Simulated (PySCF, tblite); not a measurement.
# C8H9BN2Se: excited states

Aim: compute the excited states of C8H9BN2Se (`CB(C)c1cccc2[se]nnc12`).

Computed with tblite 0.8.0 and PySCF 2.14.0 and routines of our own; the level stands in each step. Atoms count from 0.

## 1. The system as given

21 atoms, charge 0, multiplicity 1; geometry from: force field or distance geometry start.

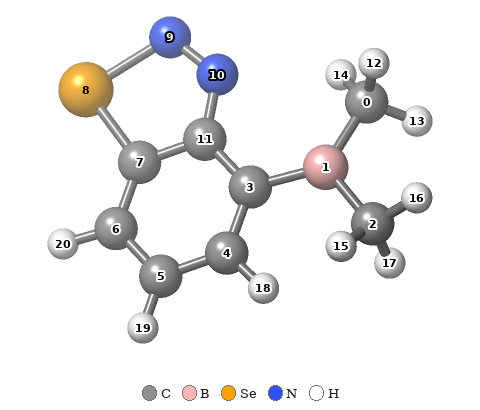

The starting geometry (carbon grey, boron pink, selenium orange, nitrogen blue, hydrogen white).

## 2. Optimising the geometry with GFN2-xTB

What the job is given:

```
{"job": {"kind": "relax", "xc": "GFN2-xTB", "basis": "xTB"}, "charge": 0, "multiplicity": 1}
C      2.383900     1.025900     0.086900
B      1.395800    -0.187700     0.153100
C      2.106200    -1.639100     0.041100
C     -0.141100    -0.135200     0.114100
C     -0.852800    -1.304000    -0.091900
C     -2.223600    -1.365000    -0.155900
C     -2.902200    -0.166600     0.026800
C     -2.185800     0.993000     0.256500
Se    -2.940800     2.735000     0.530500
N     -1.103400     3.266600     0.683300
N     -0.336100     2.260900     0.528600
C     -0.832300     1.063800     0.310600
H      2.861600     1.211300     1.075500
H      3.130700     0.790800    -0.702400
H      1.899100     1.978800    -0.234900
H      1.564500    -2.349300     0.703000
H      3.124000    -1.570400     0.409300
H      2.083600    -1.939200    -1.026000
H     -0.281000    -2.208800    -0.231800
H     -2.770600    -2.283000    -0.323000
H     -3.988400    -0.160800     0.001000
```

The run is started by

```
OMP_NUM_THREADS=1 python excited_run.py task.json out
```

This one command runs all jobs of the session in turn.

Standard output:

```text
step      E/eV     max force
  0    -868.33760    3.734
  1    -868.65798    2.242
  2    -868.74939    0.581
  3    -868.78938    0.423
  4    -868.82536    0.420
  5    -868.84536    0.361
  6    -868.86130    0.262
  7    -868.87021    0.210
  8    -868.87790    0.238
  9    -868.88358    0.181
 10    -868.88781    0.130
 11    -868.89033    0.102
 12    -868.89187    0.103
 13    -868.89293    0.071
 14    -868.89383    0.076
 15    -868.89477    0.082
 16    -868.89595    0.094
 17    -868.89736    0.093
 18    -868.89877    0.100
 19    -868.89994    0.088
 20    -868.90084    0.080
 21    -868.90163    0.075
 22    -868.90246    0.093
 23    -868.90344    0.120
 24    -868.90447    0.119
 25    -868.90531    0.076
 26    -868.90584    0.062
 27    -868.90618    0.047
 28    -868.90648    0.046
 29    -868.90677    0.036
 30    -868.90700    0.040
 31    -868.90718    0.035
 32    -868.90737    0.044
 33    -868.90762    0.044
 34    -868.90791    0.043
 35    -868.90821    0.035
 36    -868.90848    0.036
 37    -868.90875    0.043
 38    -868.90901    0.038
 39    -868.90927    0.040
 40    -868.90956    0.040
 41    -868.90996    0.064
 42    -868.91052    0.073
 43    -868.91119    0.064
 44    -868.91185    0.071
 45    -868.91245    0.068
 46    -868.91317    0.094
 47    -868.91434    0.115
 48    -868.91618    0.131
 49    -868.91847    0.121
 50    -868.92021    0.186
 51    -868.92089    0.196
 52    -868.92416    0.115
 53    -868.92545    0.094
 54    -868.92682    0.124
 55    -868.92774    0.077
 56    -868.92872    0.081
 57    -868.92985    0.054
 58    -868.93082    0.083
 59    -868.93168    0.050
 60    -868.93221    0.052
 61    -868.93269    0.047
 62    -868.93291    0.045
 63    -868.93330    0.041
 64    -868.93356    0.035
 65    -868.93382    0.034
 66    -868.93401    0.032
 67    -868.93419    0.032
 68    -868.93439    0.031
 69    -868.93460    0.054
 70    -868.93474    0.067
 71    -868.93500    0.035
 72    -868.93527    0.028
 73    -868.93555    0.028
 74    -868.93584    0.029
 75    -868.93605    0.034
 76    -868.93625    0.037
 77    -868.93644    0.035
 78    -868.93665    0.034
 79    -868.93679    0.052
 80    -868.93703    0.048
 81    -868.93724    0.041
 82    -868.93771    0.058
 83    -868.93807    0.070
 84    -868.93853    0.086
 85    -868.93915    0.086
 86    -868.93980    0.081
 87    -868.94081    0.062
 88    -868.94133    0.065
 89    -868.94241    0.099
 90    -868.94341    0.076
 91    -868.94425    0.061
 92    -868.94489    0.059
 93    -868.94537    0.061
 94    -868.94580    0.043
 95    -868.94606    0.033
 96    -868.94633    0.032
 97    -868.94658    0.032
 98    -868.94688    0.045
 99    -868.94722    0.058
100    -868.94760    0.050
101    -868.94794    0.036
102    -868.94820    0.037
103    -868.94838    0.045
104    -868.94864    0.043
105    -868.94883    0.026
106    -868.94898    0.023
107    -868.94903    0.017
108    -868.94912    0.019
109    -868.94916    0.017
110    -868.94923    0.017
111    -868.94931    0.019
112    -868.94944    0.027
113    -868.94957    0.034
114    -868.94972    0.033
115    -868.94988    0.030
116    -868.95009    0.030
117    -868.95028    0.028
118    -868.95042    0.031
119    -868.95052    0.031
120    -868.95063    0.027
121    -868.95079    0.028
122    -868.95111    0.033
123    -868.95128    0.029
124    -868.95148    0.034
125    -868.95169    0.032
126    -868.95190    0.033
127    -868.95206    0.028
128    -868.95217    0.022
129    -868.95227    0.019
130    -868.95239    0.018
131    -868.95250    0.017
132    -868.95258    0.020
133    -868.95264    0.021
134    -868.95268    0.018
135    -868.95273    0.018
136    -868.95278    0.013
137    -868.95282    0.016
138    -868.95285    0.013
139    -868.95288    0.009
```

It took 2.2 s on 1 thread of Arm Neoverse N1, shared host; peak memory 0.18 GiB.

Relaxation path: (not every step is listed)

```csv
step,energy from step 0 (eV),largest force (eV/Å)
0,0.0000,3.7337
1,-0.3204,2.2423
2,-0.4118,0.5806
3,-0.4518,0.4229
4,-0.4878,0.4196
5,-0.5078,0.3615
6,-0.5237,0.2619
7,-0.5326,0.2102
8,-0.5403,0.2375
20,-0.5632,0.0796
32,-0.5698,0.0442
44,-0.5743,0.0707
56,-0.5911,0.0811
68,-0.5968,0.0314
80,-0.5994,0.0480
92,-0.6073,0.0586
104,-0.6110,0.0427
116,-0.6125,0.0301
128,-0.6146,0.0218
134,-0.6151,0.0177
135,-0.6151,0.0177
136,-0.6152,0.0132
137,-0.6152,0.0158
138,-0.6153,0.0130
139,-0.6153,0.0092
```

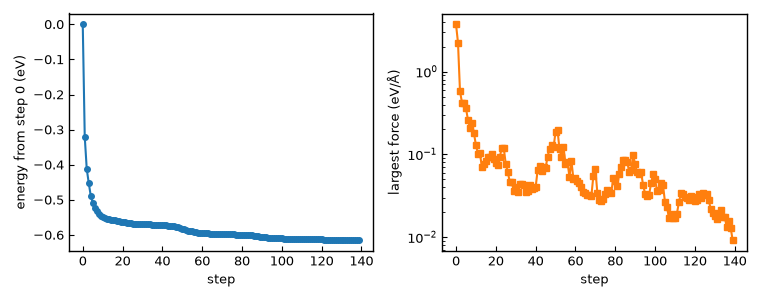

Energy and largest force along the relaxation.

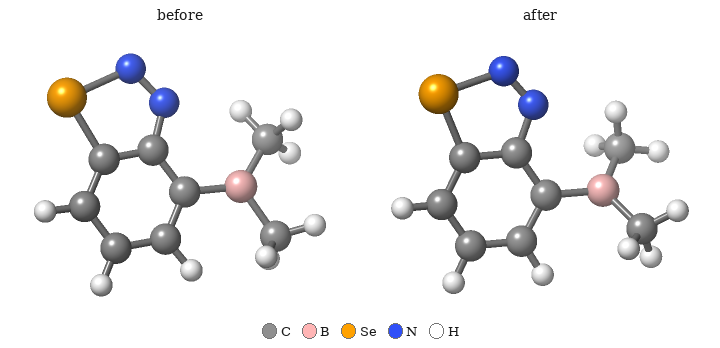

The geometry before (left) and after (right).

Bond lengths before and after, largest changes first:

```csv
bond,before (Å),after (Å),change (Å)
C7–C11,1.356,1.423,+0.067
C7–Se8,1.918,1.863,-0.055
N9–N10,1.274,1.228,-0.046
Se8–N9,1.919,1.873,-0.046
B1–C2,1.620,1.576,-0.044
N10–C11,1.314,1.354,+0.040
B1–C3,1.538,1.567,+0.029
C0–H14,1.117,1.088,-0.028
```

The next job starts from the end point, and lists it.

## 3. Vibrational analysis with GFN2-xTB

What the job is given:

```
{"job": {"kind": "ir", "xc": "GFN2-xTB", "basis": "xTB"}, "charge": 0, "multiplicity": 1}
C      2.276629     0.980330    -0.481641
B      1.463050    -0.258896     0.034461
C      2.186202    -1.573081     0.516840
C     -0.103127    -0.195624     0.036652
C     -0.884909    -1.247126    -0.422351
C     -2.277706    -1.194030    -0.452207
C     -2.962596    -0.085549    -0.000522
C     -2.224634     0.987378     0.480586
Se    -2.780365     2.627565     1.168555
N     -0.951253     2.977309     1.367003
N     -0.228159     2.058051     0.991770
C     -0.802516     0.938072     0.491819
H      2.171005     1.780247     0.251621
H      3.337943     0.793310    -0.621549
H      1.875854     1.387137    -1.408261
H      1.559750    -2.238724     1.105865
H      3.086660    -1.359070     1.088672
H      2.517029    -2.133455    -0.358857
H     -0.393628    -2.137701    -0.785420
H     -2.832838    -2.040432    -0.829847
H     -4.041311    -0.048769    -0.018960
```

Standard output:

```text
mode    cm-1     km/mol
  1      31.8      0.70
  2      57.9      0.20
  3      71.6      2.07
  4      92.0      3.51
  5     120.7      2.62
  6     161.4      0.85
  7     183.0      1.48
  8     235.9      0.05
  9     275.1      1.56
 10     292.8      0.96
 11     332.9      2.45
 12     373.6     15.90
 13     434.5      4.01
 14     438.7      2.34
 15     491.8      9.54
 16     519.0      5.99
 17     573.6     17.63
 18     578.3      1.04
 19     685.4      1.46
 20     699.3     10.05
 21     706.0      4.53
 22     769.6     38.65
 23     789.7     25.34
 24     842.1     14.28
 25     857.8    127.14
 26     869.2      0.20
 27     880.6     59.42
 28     888.5      2.75
 29     922.4      0.86
 30    1024.6     11.63
 31    1097.7     18.89
 32    1151.1     45.64
 33    1153.8    156.82
 34    1183.4      0.78
 35    1228.9    176.74
 36    1255.1      4.35
 37    1313.2     45.99
 38    1345.5      8.46
 39    1374.4     47.29
 40    1381.1     23.16
 41    1440.4     39.93
 42    1462.9     14.24
 43    1479.6      5.09
 44    1486.8     43.75
 45    1489.0    183.48
 46    1493.9      7.94
 47    1532.4      2.06
 48    1556.1     53.39
 49    2991.9     16.24
 50    3004.2     13.58
 51    3027.5     17.24
 52    3031.7     25.18
 53    3037.0     24.27
 54    3044.0     62.59
 55    3076.0      8.53
 56    3085.8     24.61
 57    3092.6     39.34
```

Wall time 1.8 s (1 thread of Arm Neoverse N1, shared host); peak memory 0.18 GiB.

Which atoms move in the most intense modes:

```csv
cm⁻¹,km/mol,atoms
858,127.1,"B1 27 %, H17 16 %, H14 11 %, H12 10 %"
881,59.4,N10 38 %
1154,156.8,B1 54 %
1229,176.7,"B1 23 %, C3 21 %, H19 15 %"
1374,47.3,"H12 27 %, H14 22 %, H13 17 %, C0 14 %"
1489,183.5,"N10 32 %, N9 30 %"
1556,53.4,"C6 25 %, C4 20 %, C3 17 %, C7 10 %"
3044,62.6,H13 90 %
```

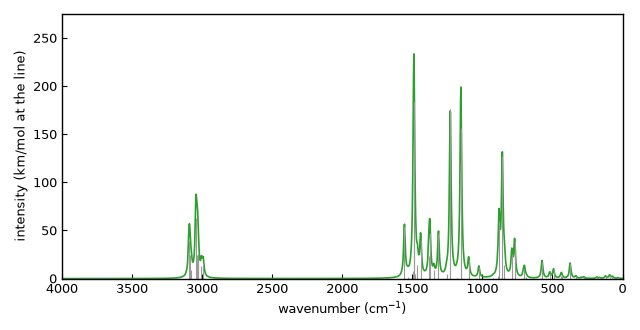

The infrared spectrum from these modes, unscaled. Lines are broadened to a width of 14 cm⁻¹ (Lorentzian).

## 4. Excited states: TDA LC-wPBE/def2-SVP

The job, as its differences from that of step 3:

```diff
@@ -1,2 +1,2 @@
-{"job": {"kind": "ir", "xc": "GFN2-xTB", "basis": "xTB"}, "charge": 0, "multiplicity": 1}
+{"job": {"kind": "states", "xc": "LC-wPBE", "basis": "def2-SVP", "tda": true, "soc": true, "nstates": 5, "ntriplets": 6, "nquad": 4}, "charge": 0, "multiplicity": 1}
 C      2.276629     0.980330    -0.481641
```

Method: TDA LC-wPBE/def2-SVP excited states, vertical, gas phase, spin-orbit mean-field couplings.

Standard output:

```text
coarse grid: 86440 points
cycle   1  E = -2844.8095676260  dE =  1.943e+00  |g| = 4.994e-01  |ddm| = 5.898e+00
cycle   2  E = -2844.8604356868  dE = -5.087e-02  |g| = 3.206e-01  |ddm| = 1.055e+00
cycle   3  E = -2844.8830163715  dE = -2.258e-02  |g| = 8.449e-02  |ddm| = 4.584e-01
cycle   4  E = -2844.8852649453  dE = -2.249e-03  |g| = 3.761e-02  |ddm| = 1.713e-01
cycle   5  E = -2844.8856612898  dE = -3.963e-04  |g| = 8.195e-03  |ddm| = 6.051e-02
cycle   6  E = -2844.8857126518  dE = -5.136e-05  |g| = 3.444e-03  |ddm| = 2.493e-02
cycle   7  E = -2844.8857317232  dE = -1.907e-05  |g| = 1.903e-03  |ddm| = 1.704e-02
cycle   8  E = -2844.8857355019  dE = -3.779e-06  |g| = 8.159e-04  |ddm| = 8.074e-03
final grid: 184280 points
cycle   9  E = -2844.8857248302  dE = -1.009e-06  |g| = 8.864e-04  |ddm| = 3.347e-03
cycle  10  E = -2844.8857249408  dE = -1.106e-07  |g| = 9.543e-04  |ddm| = 2.466e-03
cycle  11  E = -2844.8857251764  dE = -2.356e-07  |g| = 1.772e-04  |ddm| = 1.210e-03
cycle  12  E = -2844.8857252139  dE = -3.750e-08  |g| = 1.068e-04  |ddm| = 5.836e-04
cycle  13  E = -2844.8857252451  dE = -3.119e-08  |g| = 4.770e-05  |ddm| = 6.683e-04
cycle  14  E = -2844.8857252464  dE = -1.265e-09  |g| = 1.591e-05  |ddm| = 1.277e-04
cycle  15  E = -2844.8857252466  dE = -2.037e-10  |g| = 6.985e-06  |ddm| = 4.596e-05
converged SCF energy = -2844.8857252466

Singlet excitations
state   eV       nm        f     d(h-e)  d(exc)  Lambda  PR(NTO)  |dmu|/D   mu/D   main configurations
  1   3.5434   349.9   0.00268   0.581   2.635   0.473   1.012    1.581    1.866   H-1->L 0.80, H-1->L+1 0.09
  2   4.5339   273.5   0.04285   0.280   3.059   0.670   1.771    0.359    3.179   H->L 0.62, H-1->L+2 0.18
  3   4.8888   253.6   0.00049   0.452   2.637   0.465   1.014    1.407    4.017   H->L+2 0.79, H-3->L+2 0.15
  4   5.3689   230.9   0.16232   0.122   3.111   0.701   2.228    0.410    3.547   H-2->L 0.35, H->L+1 0.20, H->L 0.18
  5   5.5964   221.5   0.01843   0.188   2.894   0.660   3.135                     H-1->L+2 0.28, H-2->L+1 0.21, H-2->L 0.17

Triplet excitations (Tamm-Dancoff)
state   eV     d(h-e)  d(exc)  Lambda  PR(NTO)   main configurations
  1   2.6197   0.457   2.458   0.467   1.010   H-1->L 0.71, H-1->L+4 0.10, H-1->L+1 0.10
  2   3.4145   0.254   2.821   0.700   1.460   H->L 0.40, H-2->L 0.34
  3   3.7186   0.418   2.984   0.708   1.086   H->L 0.49, H-2->L 0.33, H->L+1 0.10
  4   4.2481   0.048   2.843   0.690   2.525   H->L+1 0.45, H-2->L 0.17, H-1->L+2 0.13
  5   4.3038   0.858   2.649   0.601   1.377   H-1->L+2 0.68, H->L+1 0.09
  6   4.3251   0.377   2.553   0.474   1.019   H->L+2 0.68, H-3->L+2 0.16, H-1->L+2 0.09
S1 - T1 = 0.9237 eV

Spin-orbit couplings |<S|Hso|T>| (cm-1)
             T1       T2       T3       T4       T5       T6
S0      226.734   13.136   27.976  110.434  297.782  768.691
S1        3.474  137.289  273.170   69.598  231.039   60.259
S2      371.928    1.812    2.286   27.021   63.524  338.492
S3       18.586   53.528  157.139  103.666  468.944  115.088
S4       49.359    4.166    9.343   13.696   34.746  182.319
S5      226.328    6.656   10.128   26.878   84.089  241.153
T1 sublevels (cm-1): 0.000 0.204 5.801   radiative rates (1/s): 6.69 214 7.59e+03
```

Run time: 3.3 min. Hardware: 1 thread of Arm Neoverse N1, shared host; peak memory 1.2 GiB.

Key values:

```csv
quantity,value
S1 less T1,0.92 eV
```

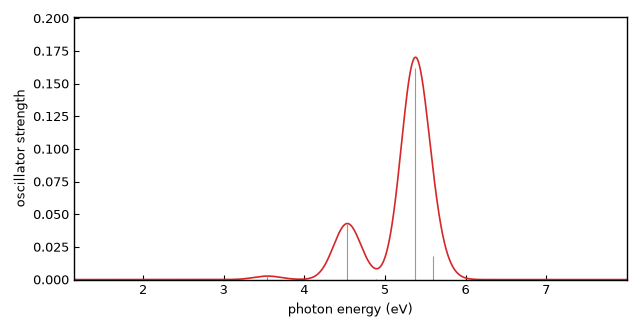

Absorption lines of the singlets. Lines are broadened to a width of 0.40 eV (Gaussian).

Orbitals, density, ELF and potential are computed afterwards from the orbital file.

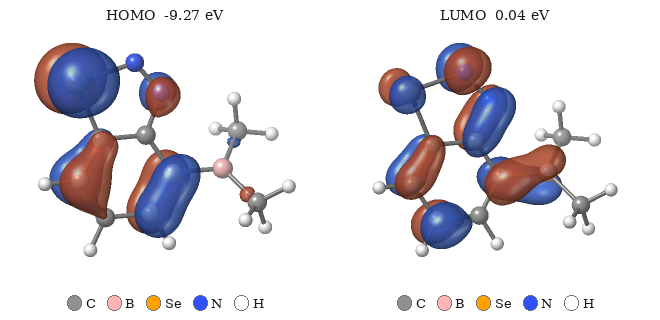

LC-wPBE/def2-SVP orbitals near the gap, drawn at the value that encloses 70 % of each; the two colours are the two signs.

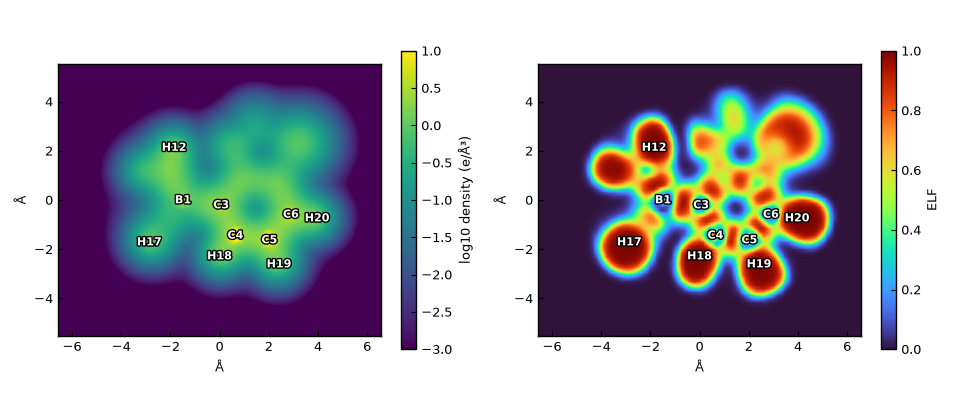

Density (left) and ELF (right) in a plane through or near 10 of the atoms.

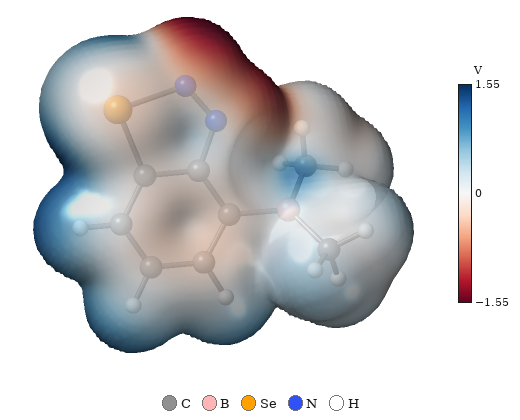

The potential that a unit positive charge feels on the 0.002 e/bohr³ surface, from -1.55 V near N9 to 1.23 V near H20.

## 5. Results

| quantity | value |
| --- | --- |
| strongest infrared band | 1489 cm⁻¹, 183 km/mol |
| zero-point energy (GFN2-xTB) | 95.8 kcal/mol |
| S1 less T1 (step 4, TDA LC-wPBE/def2-SVP) | 0.92 eV |
| surface potential | -1.55 V near N9 to 1.23 V near H20 |

**Reading.** All 57 modes are real, so the xTB geometry is a minimum. The strongest single mode, at 1489 cm⁻¹, moves mainly N10 and N9. GFN2-xTB is a fitted tight-binding method: band positions and strengths are rough. Its intensities can rank the bands wrongly. Scalar relativity is left out for the heavy atoms. In step 4, the number of triplets below S1 is 2, and the largest singlet-triplet spin-orbit coupling is S0–T6, 768.69 cm⁻¹.
